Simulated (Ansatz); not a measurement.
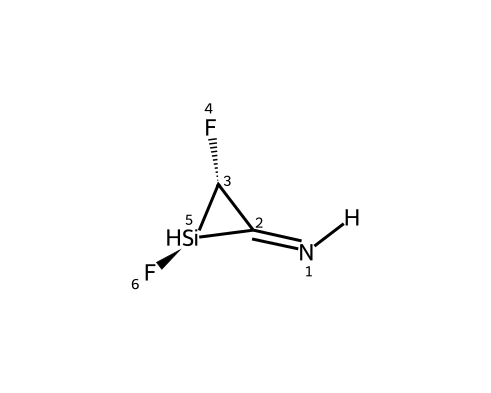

A structural formula, with wedges where it has stereocentres; small numbers name the atoms. The configuration is that of a computed structure (PBE-D4/def2-SVP).

What are the Cahn–Ingold–Prelog descriptors?

C3: S; Si5: R.

Write the isomeric SMILES.

[H]/N=C1\[C@@H](F)[Si@@H]1F
